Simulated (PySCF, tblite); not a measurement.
# C₂H₁₁BN₂Si: geometry, infrared bands and NMR shifts

What infrared bands and NMR shifts should C₂H₁₁BN₂Si (`CCBN[SiH2]N`) show?

Computed with tblite 0.8.0 and PySCF 2.14.0, with density-fitted response routines of our own, on a single molecule in the gas phase. Atoms are numbered from 0 throughout.

## (1) The molecule as given

17 atoms, charge 0, multiplicity 1; geometry from: force field or distance geometry start.

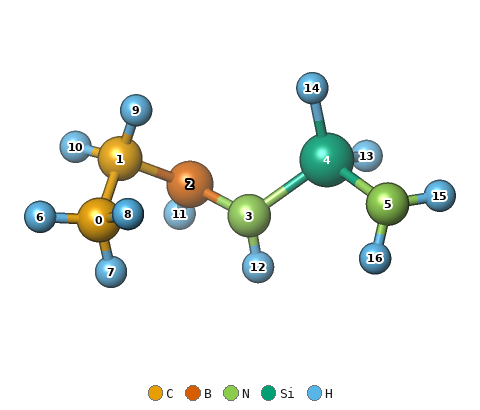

As it starts; carbon amber, boron orange, nitrogen green, silicon teal, hydrogen blue, atoms numbered.

## (2) Optimising the geometry with GFN2-xTB

What the job is given:

```
{"job": {"kind": "relax", "xc": "GFN2-xTB", "basis": "xTB"}, "charge": 0, "multiplicity": 1}
C     -2.357400    -0.620600    -0.166300
C     -1.873000     0.762400     0.230800
B     -0.497500     1.015800    -0.546400
N      0.504100    -0.100800    -0.446300
Si     1.923400     0.302800     0.541000
N      2.917100    -1.193000     0.626000
H     -3.468800    -0.670500    -0.059500
H     -2.087700    -0.833100    -1.204100
H     -1.933200    -1.383000     0.529100
H     -1.644300     0.773700     1.332400
H     -2.617600     1.509000    -0.049800
H     -0.572000     1.545800    -1.612400
H      0.700800    -0.437300    -1.381000
H      2.794600     1.309000    -0.104300
H      1.591900     0.663800     1.926900
H      3.915700    -0.918100     0.615200
H      2.696900    -1.714000    -0.241300
```

The run is started by

```bash
OMP_NUM_THREADS=1 python probes_run.py task.json out
```

This one command runs all jobs of the session in turn.

Standard output:

```text
step      E/eV     max force
  0    -509.21624    2.579
  1    -509.50044    1.722
  2    -509.66932    0.903
  3    -509.73057    0.761
  4    -509.78013    0.495
  5    -509.80212    0.470
  6    -509.83387    0.452
  7    -509.85746    0.457
  8    -509.87688    0.331
  9    -509.89222    0.306
 10    -509.90893    0.352
 11    -509.92791    0.464
 12    -509.94947    0.368
 13    -509.97302    0.394
 14    -510.00302    0.466
 15    -510.05014    1.016
 16    -510.11569    1.345
 17    -510.17616    0.841
 18    -510.19674    1.483
 19    -510.11206    1.988
 20    -510.24687    0.500
 21    -510.26442    0.393
 22    -510.31430    0.662
 23    -510.34427    0.669
 24    -510.37020    0.421
 25    -510.38997    0.343
 26    -510.42325    0.395
 27    -510.44774    0.401
 28    -510.46457    0.306
 29    -510.47567    0.228
 30    -510.48677    0.264
 31    -510.50082    0.293
 32    -510.51055    0.188
 33    -510.51682    0.185
 34    -510.52260    0.179
 35    -510.53221    0.266
 36    -510.54188    0.241
 37    -510.54842    0.200
 38    -510.55222    0.160
 39    -510.55465    0.102
 40    -510.55651    0.116
 41    -510.55772    0.090
 42    -510.55854    0.086
 43    -510.55933    0.088
 44    -510.56026    0.079
 45    -510.56127    0.085
 46    -510.56216    0.074
 47    -510.56282    0.069
 48    -510.56333    0.055
 49    -510.56381    0.049
 50    -510.56427    0.050
 51    -510.56474    0.062
 52    -510.56529    0.060
 53    -510.56593    0.068
 54    -510.56655    0.067
 55    -510.56708    0.066
 56    -510.56750    0.058
 57    -510.56794    0.071
 58    -510.56848    0.073
 59    -510.56912    0.062
 60    -510.56969    0.050
 61    -510.57010    0.042
 62    -510.57037    0.039
 63    -510.57068    0.048
 64    -510.57103    0.054
 65    -510.57141    0.052
 66    -510.57177    0.048
 67    -510.57219    0.052
 68    -510.57266    0.053
 69    -510.57307    0.050
 70    -510.57338    0.032
 71    -510.57357    0.029
 72    -510.57368    0.024
 73    -510.57378    0.031
 74    -510.57389    0.039
 75    -510.57403    0.040
 76    -510.57421    0.043
 77    -510.57441    0.034
 78    -510.57458    0.023
 79    -510.57467    0.031
 80    -510.57474    0.029
 81    -510.57483    0.026
 82    -510.57495    0.027
 83    -510.57506    0.026
 84    -510.57517    0.024
 85    -510.57527    0.027
 86    -510.57542    0.031
 87    -510.57564    0.033
 88    -510.57593    0.039
 89    -510.57619    0.038
 90    -510.57641    0.038
 91    -510.57662    0.033
 92    -510.57685    0.031
 93    -510.57711    0.040
 94    -510.57741    0.057
 95    -510.57776    0.064
 96    -510.57811    0.046
 97    -510.57846    0.039
 98    -510.57882    0.048
 99    -510.57926    0.079
100    -510.58001    0.098
101    -510.58113    0.087
102    -510.58230    0.098
103    -510.58374    0.120
104    -510.57463    0.379
105    -510.58653    0.195
106    -510.58823    0.173
107    -510.59250    0.243
108    -510.59633    0.098
109    -510.60008    0.093
110    -510.60398    0.189
111    -510.60711    0.109
112    -510.60938    0.154
113    -510.61138    0.214
114    -510.61544    0.120
115    -510.61723    0.100
116    -510.61909    0.076
117    -510.61978    0.070
118    -510.62022    0.050
119    -510.62078    0.052
120    -510.62138    0.079
121    -510.62216    0.099
122    -510.62285    0.079
123    -510.62330    0.038
124    -510.62358    0.053
125    -510.62386    0.037
126    -510.62414    0.035
127    -510.62436    0.042
128    -510.62462    0.051
129    -510.62487    0.041
130    -510.62512    0.038
131    -510.62538    0.044
132    -510.62566    0.050
133    -510.62599    0.059
134    -510.62638    0.056
135    -510.62674    0.080
136    -510.62703    0.044
137    -510.62731    0.043
138    -510.62755    0.041
139    -510.62778    0.039
140    -510.62797    0.028
141    -510.62811    0.022
142    -510.62821    0.023
143    -510.62829    0.024
144    -510.62835    0.025
145    -510.62841    0.021
146    -510.62848    0.023
147    -510.62853    0.019
148    -510.62857    0.012
149    -510.62859    0.013
150    -510.62862    0.012
151    -510.62867    0.020
152    -510.62874    0.022
153    -510.62881    0.025
154    -510.62886    0.016
155    -510.62890    0.012
156    -510.62893    0.013
157    -510.62895    0.009
```

Run time: 0.97 s. Hardware: 1 thread of Arm Neoverse V1, shared host.

Step by step: (not every step is listed)

```csv
step,energy from step 0 (eV),largest force (eV/Å)
0,0.0000,2.5794
1,-0.2842,1.7224
2,-0.4531,0.9031
3,-0.5143,0.7612
4,-0.5639,0.4946
5,-0.5859,0.4695
6,-0.6176,0.4521
7,-0.6412,0.4566
8,-0.6606,0.3308
22,-1.0981,0.6624
36,-1.3256,0.2405
50,-1.3480,0.0501
64,-1.3548,0.0538
78,-1.3583,0.0226
92,-1.3606,0.0309
106,-1.3720,0.1727
120,-1.4051,0.0787
134,-1.4101,0.0562
148,-1.4123,0.0117
152,-1.4125,0.0220
153,-1.4126,0.0250
154,-1.4126,0.0156
155,-1.4127,0.0115
156,-1.4127,0.0131
157,-1.4127,0.0085
```

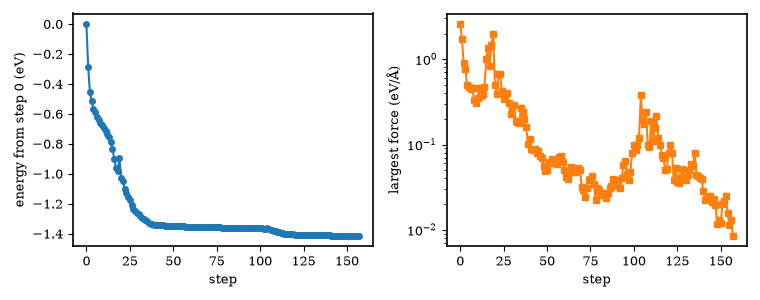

Energy and largest force along the relaxation.

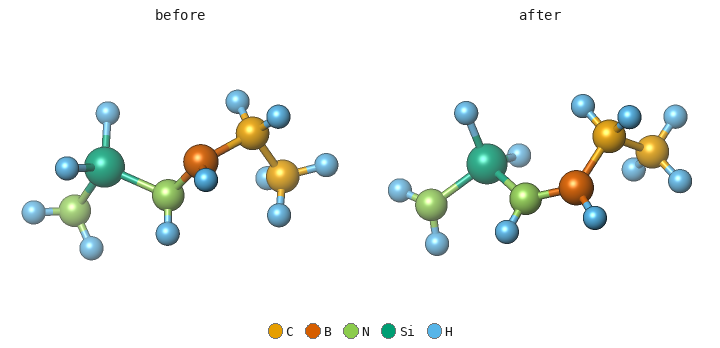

Before and after, at one scale.

Distances of close pairs at the start and the end, largest changes first:

```csv
bond,before (Å),after (Å),change (Å)
B2–N3,1.503,1.394,-0.110
Si4–N5,1.798,1.726,-0.072
C1–H9,1.125,1.092,-0.033
N3–Si4,1.775,1.743,-0.032
N5–H15,1.036,1.006,-0.030
C0–H6,1.118,1.089,-0.029
C0–H8,1.116,1.088,-0.028
N5–H16,1.035,1.008,-0.027
```

The end geometry stands in the next job.

## (3) Harmonic vibrations with GFN2-xTB

What the job is given:

```
{"job": {"kind": "ir", "xc": "GFN2-xTB", "basis": "xTB"}, "charge": 0, "multiplicity": 1}
C     -2.483774    -0.370355     0.224574
C     -1.555746     0.827502    -0.013756
B     -0.510190     0.520180    -1.171026
N      0.797657     0.148193    -0.864706
Si     1.602494    -0.038845     0.670281
N      3.170213    -0.593832     0.207313
H     -3.212459    -0.153247     1.004350
H     -3.022267    -0.621066    -0.687045
H     -1.905888    -1.241112     0.527255
H     -1.053968     1.067542     0.925866
H     -2.177815     1.688375    -0.271890
H     -0.837958     0.567204    -2.300975
H      1.408715    -0.024444    -1.650500
H      1.826004     1.244017     1.339368
H      0.826109    -0.963070     1.510600
H      3.880354    -0.633764     0.919152
H      3.241521    -1.411248    -0.378769
```

Standard output:

```text
mode    cm-1     km/mol
  1      35.2      0.37
  2      57.7      0.49
  3     146.1      0.81
  4     158.9      0.92
  5     201.7      1.43
  6     222.8      6.34
  7     242.5      9.41
  8     315.0      2.98
  9     460.2      2.30
 10     532.4     55.37
 11     567.2    242.68
 12     575.1     48.87
 13     623.4     24.87
 14     721.5    108.69
 15     738.8    104.58
 16     778.0     84.60
 17     788.7     86.95
 18     798.3    110.45
 19     841.9    179.66
 20     877.7     71.79
 21     893.9    206.27
 22     997.5     44.94
 23    1041.1     15.65
 24    1061.5      8.52
 25    1083.1     34.71
 26    1243.5      6.50
 27    1254.9     32.96
 28    1301.9     23.11
 29    1379.0    473.08
 30    1406.0     10.25
 31    1502.9      1.39
 32    1509.7      1.07
 33    1514.3      1.99
 34    1535.3     49.90
 35    2171.5    384.53
 36    2240.5    241.29
 37    2565.3    219.43
 38    2961.4     68.30
 39    2979.1     48.44
 40    3006.5     68.23
 41    3023.5     69.88
 42    3030.2     36.18
 43    3430.2      3.46
 44    3469.9      3.81
 45    3515.8      0.99
```

Run time: 0.51 s. Hardware: 1 thread of Arm Neoverse V1, shared host.

The strongest bands and the atoms that carry them (share of the mass-weighted mode):

```csv
cm⁻¹,km/mol,atoms
567,242.7,"H13 22 %, H15 21 %, H14 19 %, H16 14 %"
798,110.5,"H13 42 %, H14 37 %"
842,179.7,"H16 31 %, H15 22 %, N5 12 %, Si4 11 %"
894,206.3,"N5 45 %, Si4 39 %"
1379,473.1,"B2 50 %, N3 37 %"
2172,384.5,H14 92 %
2240,241.3,H13 93 %
2565,219.4,H11 92 %
```

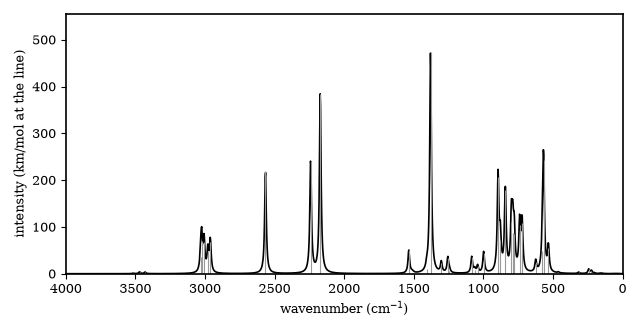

The infrared spectrum from these modes, unscaled. Lines are broadened to a width of 14 cm⁻¹ (Lorentzian).

## (4) Nuclear shieldings: PBE0/pcSseg-1

Same as in step 3 but for these lines:

```diff
@@ -1,2 +1,2 @@
-{"job": {"kind": "ir", "xc": "GFN2-xTB", "basis": "xTB"}, "charge": 0, "multiplicity": 1}
+{"job": {"kind": "nmr", "xc": "PBE0", "basis": "pcSseg-1"}, "charge": 0, "multiplicity": 1}
 C     -2.483774    -0.370355     0.224574
```

Level: GIAO PBE0/pcSseg-1 NMR shielding, non-relativistic, gas phase.

Standard output:

```text
coarse grid: 13832 points
cycle   1  E = -506.2305741566  dE =  3.880e-01  |g| = 6.018e-01  |ddm| = 3.468e+00
cycle   2  E = -506.1873881630  dE =  4.319e-02  |g| = 7.549e-01  |ddm| = 1.095e+00
cycle   3  E = -506.3145543015  dE = -1.272e-01  |g| = 6.396e-02  |ddm| = 6.402e-01
cycle   4  E = -506.3153371833  dE = -7.829e-04  |g| = 3.034e-02  |ddm| = 7.485e-02
cycle   5  E = -506.3155542664  dE = -2.171e-04  |g| = 6.401e-03  |ddm| = 2.525e-02
cycle   6  E = -506.3155622108  dE = -7.944e-06  |g| = 2.404e-03  |ddm| = 6.210e-03
final grid: 126632 points
cycle   7  E = -506.3424750411  dE = -3.060e-05  |g| = 9.579e-03  |ddm| = 2.149e-02
cycle   8  E = -506.3424616782  dE =  1.336e-05  |g| = 1.247e-02  |ddm| = 1.672e-02
cycle   9  E = -506.3424957889  dE = -3.411e-05  |g| = 6.710e-04  |ddm| = 9.252e-03
cycle  10  E = -506.3424958859  dE = -9.704e-08  |g| = 2.258e-04  |ddm| = 7.330e-04
cycle  11  E = -506.3424958976  dE = -1.164e-08  |g| = 3.229e-05  |ddm| = 1.869e-04
cycle  12  E = -506.3424958978  dE = -2.300e-10  |g| = 9.190e-06  |ddm| = 3.860e-05
converged SCF energy = -506.3424958978

GIAO shielding tensors (ppm)
atom      isotropic    diamagn.    paramagn.     s11        s22        s33       span
  0 C      177.545     246.974     -69.429    170.156    176.336    186.144     15.988
  1 C      169.181     252.941     -83.759    161.265    172.109    174.170     12.906
  2 B       53.488     194.108    -140.620      8.594     37.347    114.524    105.930
  3 N      145.271     324.464    -179.193     45.637    193.187    196.988    151.351
  4 Si     385.176     880.200    -495.024    363.314    370.373    421.841     58.527
  5 N      256.759     316.027     -59.268    218.427    259.841    292.008     73.582
  6 H       30.465      28.697       1.768     26.112     27.735     37.547     11.435
  7 H       30.709      29.401       1.307     26.570     28.464     37.093     10.523
  8 H       30.986      31.801      -0.815     25.928     30.465     36.565     10.637
  9 H       31.020      34.678      -3.658     27.571     30.102     35.386      7.815
 10 H       30.585      31.135      -0.551     26.522     28.598     36.635     10.113
 11 H       26.376      31.100      -4.725     25.064     26.452     27.611      2.547
 12 H       27.682      32.372      -4.691     21.859     27.755     33.431     11.571
 13 H       26.491      30.352      -3.861     22.930     25.286     31.258      8.329
 14 H       26.126      31.710      -5.583     21.975     26.112     30.292      8.317
 15 H       31.591      28.343       3.248     24.250     26.820     43.703     19.453
 16 H       31.592      30.932       0.659     24.362     28.556     41.857     17.495
```

Wall time 21 s (1 thread of Arm Neoverse V1, shared host); peak memory 0.75 GiB.

The references, computed at this level on geometries of the same kind, shield at (ppm): 1H TMS 31.72, 13C TMS 186.9, 29Si TMS 349.2, 15N NH3 267.7, 11B BF3·OEt2 100.1. Their shielding less the atom's gives the shift. The references are single molecules in the gas phase, so shifts against H2O, NH3, PH3, H3PO4 or CFCl3 are not on the usual liquid scales and can be off by tens of ppm. Atoms listed in one row are averaged.

```csv
atoms,environment,σ (ppm),δ (ppm),δ scaled to CDCl3
C1,sp3 CH2 bonded to B,169.2,17.7,15.4
C0,methyl carbon,177.5,9.4,7.2
"H13, H14",hydrogen on a silicon bonded to 2 N,26.31,5.41,–
H11,"hydrogen on a boron bonded to C, N",26.38,5.34,–
H12,"hydrogen on a nitrogen bonded to B, Si",27.68,4.04,–
"H6, H7, H8",hydrogen on a methyl carbon,30.72,1.00,1.05
"H9, H10",hydrogen on an sp3 CH2 bonded to B,30.80,0.91,0.97
"H15, H16",hydrogen on a nitrogen bonded to Si,31.59,0.13,–
B2,"boron bonded to C, N, H",53.5,46.6,–
N3,"nitrogen bonded to B, Si, H",145.3,122.5,–
N5,"nitrogen bonded to Si, 2 H",256.8,11.0,–
Si4,"silicon bonded to 2 N, 2 H",385.2,-36.0,–
```

The scaled column applies a straight-line fit of computed shieldings to shifts measured in CDCl3 (root-mean-square error 0.16 ppm for H, 1.9 ppm for C).

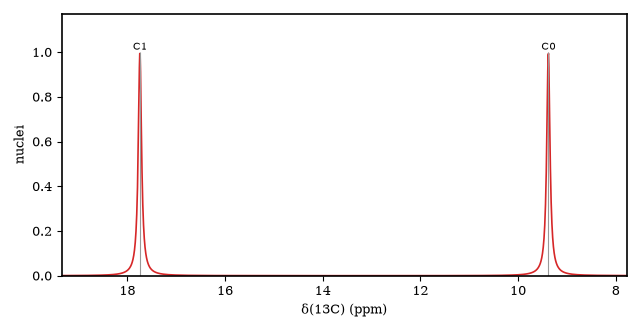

13C lines at the computed shifts, without couplings. Lines are broadened to a width of 0.08 ppm (Lorentzian).

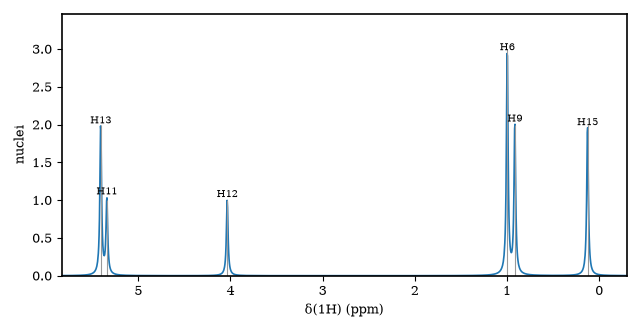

1H lines at the computed shifts, without couplings. Lines are broadened to a width of 0.02 ppm (Lorentzian).

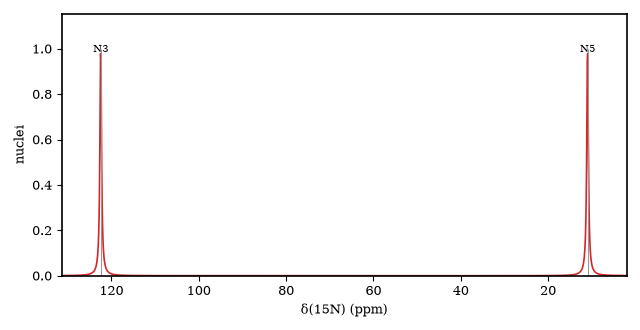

15N lines at the computed shifts, without couplings. Lines are broadened to a width of 0.45 ppm (Lorentzian).

The run also stored atomic charges by several schemes (e):

```csv
atoms,Mulliken,IAO,Hirshfeld,ESP fit
C0,-0.30,-0.40,-0.11,-0.29
C1,-0.49,-0.40,-0.14,0.23
B2,0.35,0.14,0.14,0.06
N3,-0.66,-0.65,-0.26,-0.55
Si4,0.80,1.03,0.41,0.77
N5,-0.64,-0.84,-0.32,-1.08
```

Hirshfeld charges:

C0 -0.11; C1 -0.14; B2 0.14; N3 -0.26; Si4 0.41; N5 -0.32; H6 0.04; H7 0.04; H8 0.03; H9 0.03; H10 0.04; H11 -0.07; H12 0.12; H13 -0.08; H14 -0.09; H15 0.12; H16 0.12

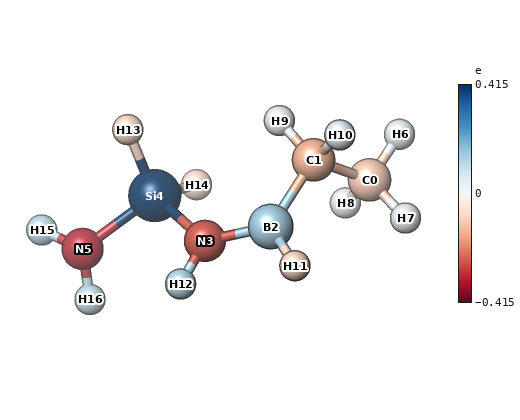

Hirshfeld charges, as colours on the atoms.

Mayer bond orders: C0–C1 1.05, C1–B2 0.96, B2–N3 1.30, N3–Si4 0.91, Si4–N5 1.04.

## (5) Summary of results

```
                                                              quantity                                   value
                             strongest single infrared mode (GFN2-xTB)                   1379 cm⁻¹, 473 km/mol
                                          zero-point energy (GFN2-xTB)                           85.5 kcal/mol
                                13C shifts against TMS (PBE0/pcSseg-1)                           17.7, 9.4 ppm
1H shifts against TMS (PBE0/pcSseg-1, means over atoms taken as alike)  5.41, 5.34, 4.04, 1.00, 0.91, 0.13 ppm
                           11B shifts against BF3·OEt2 (PBE0/pcSseg-1)                                46.6 ppm
                                15N shifts against NH3 (PBE0/pcSseg-1)                         122.5, 11.0 ppm
                               29Si shifts against TMS (PBE0/pcSseg-1)                               -36.0 ppm
```

**Reading.** Over 157 steps the energy fell by 1.413 eV; of the close pairs, B2–N3 changed most, 1.503 to 1.394 Å. All 45 modes are real, so the xTB geometry is a minimum. The strongest single mode, at 1379 cm⁻¹, moves mainly B2 and N3. GFN2-xTB is a fitted tight-binding method: band positions and strengths are rough. Its intensities can rank the bands wrongly. At PBE0/pcSseg-1: The widest tensor belongs to N3: span 151 ppm, with a paramagnetic part of -179 ppm.
